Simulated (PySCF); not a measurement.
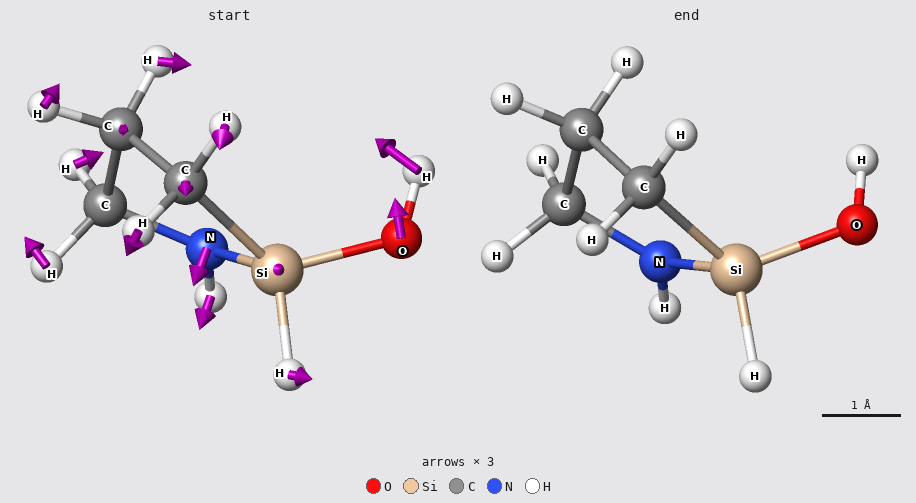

The structure of C3H9NOSi before (left) and after (right) a relaxation, at one scale. The purple arrows give the displacements, 3 times their true length.

A ball-and-stick model, seen from a free direction.

The start comes from GFN2-xTB. Its atoms were then displaced at random by about 0.01 Å.

All numbers below come from PySCF 2.14.0, density-fitted response routines, PBE0-D3(BJ)/def2-SVP geometry optimisation, gas phase. 

Q: What changed between the two?

A: The atom that moves furthest after the best rigid fit is an H atom (0.27 Å). By element the largest moves are H 0.27 Å, N 0.18 Å, O 0.18 Å, C 0.07 Å, Si 0.04 Å. Some distances before and after: C–C 1.489 → 1.535 Å, C–H 1.063 → 1.104 Å, H–Si 1.453 → 1.489 Å, C–Si 1.910 → 1.885 Å. Among the angles between lasting bonds that change: N–Si–H 120.3° → 116.2°, Si–O–H 118.7° → 114.8°, Si–N–H 123.3° → 126.5°. After 7 geometry steps the energy has fallen by 0.158 eV.
